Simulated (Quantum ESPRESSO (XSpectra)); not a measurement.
**S K-edge X-ray absorption spectrum (XANES) of CdS (P6₃mc)**

```
CdS
1.0
    4.16884     0.00000     0.00000
   -2.08442     3.61032     0.00000
    0.00000     0.00000     6.77962
Cd S
2 2
Direct
  0.66667   0.33333   0.50022
  0.33333   0.66667   0.00022
  0.66667   0.33333   0.87678
  0.33333   0.66667   0.37678
```

Geometry: Materials Project entry mp-672 (a computed structure). The cell is the entry's, not relaxed again.

Absorber: atom 3, S on Wyckoff site b (site symmetry 3m.), with 4 Cd at 2.55 Å.

Model: LDA, full core hole, dipole K-edge X-ray absorption, plane waves, Troullier-Martins potentials made with ld1.x and PseudoDojo potentials for the other elements (Perdew-Zunger form enforced), scalar-relativistic, no spin, constant broadening; program: Quantum ESPRESSO (XSpectra).

12-atom cell (absorber images 7.2 Å apart), 82 Ry, k meshes 2×2×2 (SCF) and 4×4×4 (spectrum), Lorentzian half width 0.7 eV. The ground-state test found a gap, so occupations are fixed and the excited electron is left out (charged cell on a uniform background); energies count from the highest occupied level. Field directions run: x; z, weighted by the site's symmetry in the crystal. Intensities are scaled to a mean of 1 over 0–35 eV.

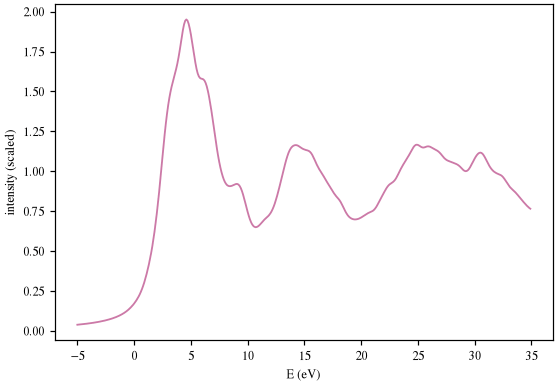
Fig. 1. The computed spectrum

The absolute edge energy is not computed.
